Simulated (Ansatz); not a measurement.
In doubt: masses and optical values from hybrid runs of this build are listed as unsure (in some of the runs), which bears on the screening that GW takes from such a start.

System: BaWO4 (I4_1/a).

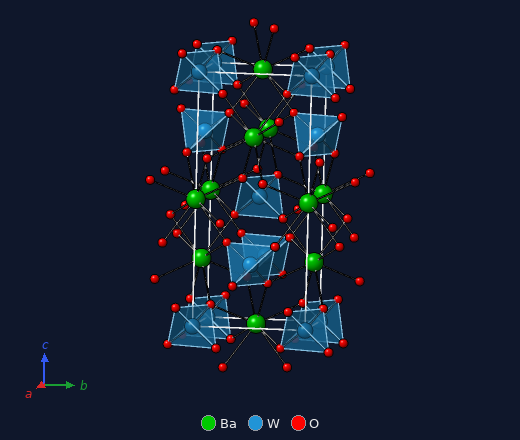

The structure (barium green, tungsten blue, oxygen red). Some periodic images of atoms are drawn too.

It takes space group I4_1/a (No. 88, tetragonal). The conventional cell has a = 5.667 Å, b = 5.667 Å, c = 12.739 Å, α = 90.00°, β = 90.00°, γ = 90.00°. Nearest to Ba lie 8 O at 2.76 to 2.80 Å. Nearest to W lie 4 O at 1.79 Å. Nearest to O lie 1 W at 1.79 Å and 2 Ba at 2.76 to 2.80 Å. Farther neighbours and most contacts between anions are not listed.

```
Ba W O
1.0
    -2.83337    2.83337    6.36927
     2.83337   -2.83337    6.36927
     2.83337    2.83337   -6.36927
Ba W O
2 2 8
Direct
  0.25000 0.75000 0.50000
  0.50000 0.50000 0.00000
  0.75000 0.25000 0.50000
  0.00000 0.00000 0.00000
  0.15214 0.04689 0.35624
  0.69065 0.79590 0.64376
  0.05935 0.45410 0.85624
  0.54590 0.40214 0.60525
  0.20410 0.84786 0.89475
  0.95311 0.30935 0.10525
  0.79689 0.94065 0.39475
  0.59786 0.20311 0.14376
```

The cell and positions are those that the Materials Project relaxed with its own functionals (PBE, PBE+U or r2SCAN), kept fixed. Spin-orbit coupling is left out unless a run names it. PAW set soft_2, made with PBE.

Gaps computed with Ansatz 0.2.0 without a self-energy: HSE06 6.24 eV and r2SCAN 5.16 eV.

What gap should G0W0 on HSE06 give (4×4×4 mesh, 1029 empty bands, screening to 170 eV, default PAW files)?

About 7.44 eV: on its mesh the run moves the gap from 6.24 eV by +1.20 eV. Among the scalar-relativistic levels given, HSE06 is nearest (−1.20 eV). Bands and cutoff are finite, so the gap is not at the basis limit. The miss can reach some tenths of an eV and take either sign; the mesh is an error of its own. The many-body steps are scalar-relativistic: spin-orbit coupling is not in them.

[Paths, hosts, dates, memory and timing lines, banners, echoed tables and standing remarks are left out of the program output.]

[Logs are printed without paths, hosts, clocks, repeated set-up lines and the standing remarks that a program may print on its own settings, such as how far it seeks lower states.]

[Runs of the session that timed out or met a known fault of the program may be left out.]

[Cells called generated may have been cut or substituted from an entry of the Crystallography Open Database or the Materials Project.]

[Hosts, paths, dates, database ids (printed as entryN), source tags and the programs' standing remarks are cut or masked in the printed files.]
